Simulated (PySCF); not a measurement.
Vertical excitations of a molecule C₃H₅BO₃ from TDA-CAM-B3LYP/def2-SVPD (PySCF), as energy in eV (oscillator strength): 6.15 (0.009), 6.23 (0.352), 6.62 (0.002), 6.74 (0.000), 7.16 (0.000), 7.80 (0.000), 7.86 (0.080), 7.93 (0.013), 8.10 (0.001), 8.28 (0.057). Lowest triplet (TDA): 3.59 eV. Geometry optimised at PBE0-D3(BJ)/def2-SVP. Other conformers were not sampled.

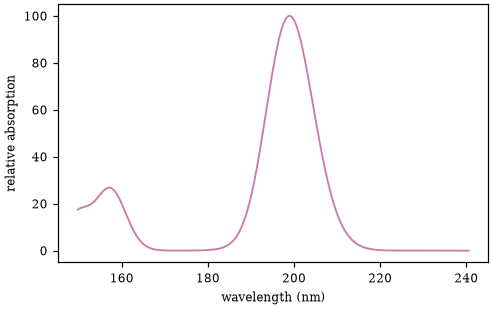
*The lines broadened by 0.4 eV.*

Question: Pick the molecule that these values belong to.
A. C=COB(O)C=O
B. O=C[C@H]1COB1O
C. O=CB1OCCO1
D. OB(O)C1=COC1

Answer: D, OB(O)C1=COC1
